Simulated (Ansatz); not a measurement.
# Ligand exchange: B(CH3)2F + C2H3F3O → B(CH3)2(OH) + C2H2F4

Species: B(CH3)2F, singlet; C2H3F3O (2,2,2-trifluoroethanol) `OCC(F)(F)F`, singlet; B(CH3)2(OH), singlet; C2H2F4 (norflurane) `FCC(F)(F)F`, singlet. The partners trade F for OH: B–F and C–OH bonds give way to B–OH and C–F.

Shapes, held fixed at every level: PBE0-D4/def2-TZVP. Flexible molecules stand in one conformer, not always the lowest. Programs: Ansatz 0.2.0. The zero-point and thermal change to 298 K, harmonic and unscaled (PBE0-D4/def2-TZVP), is +0.8 kJ/mol.

```csv
level,kind,ΔH(298 K) (kJ/mol),less CCSD(T)/CBS estimate,CPU time (sum over the molecules)
SPW92/def2-TZVPP,LDA,+21.5,-1.6,15 s
PBE-D4/def2-TZVPP,GGA,+20.3,-2.8,21 s
B3LYP-D4/def2-TZVPP,global hybrid,+21.6,-1.5,34 s
r2SCAN0-D4/def2-TZVPP,global hybrid,+24.0,+0.9,36 s
wB97X-V/def2-TZVPP,range-separated hybrid,+23.2,+0.1,61 s
MP2/def2-SVP,perturbation theory,+23.5,+0.4,–
CCSD(T)/def2-SVP,coupled cluster or CI,+22.0,-1.1,47 s
CCSD(T)/CBS estimate,coupled cluster or CI,+23.1,0.0,21 min
```

The highest level, CCSD(T)/CBS estimate, gives ΔH(298 K) = +23.1 kJ/mol; the levels span +20.3 to +24.0. The column of differences is taken from that level and isn't an error. No measured value is set beside it here. The CBS estimate extrapolates MP2 from def2-TZVPP and def2-QZVPP and adds CCSD(T) − MP2 in the triple-zeta set, cores frozen. Times are processor times on shared x86 and Arm servers, and rough.

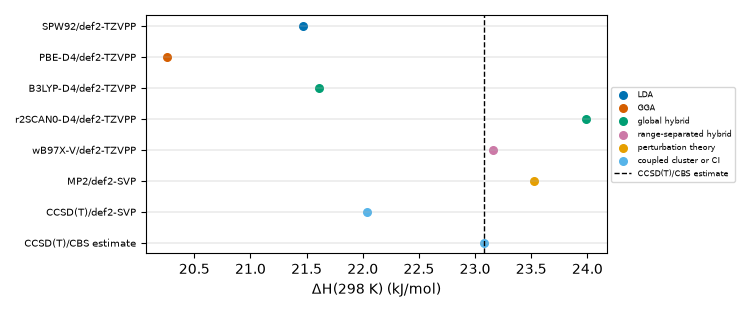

The values of the table, level by level.
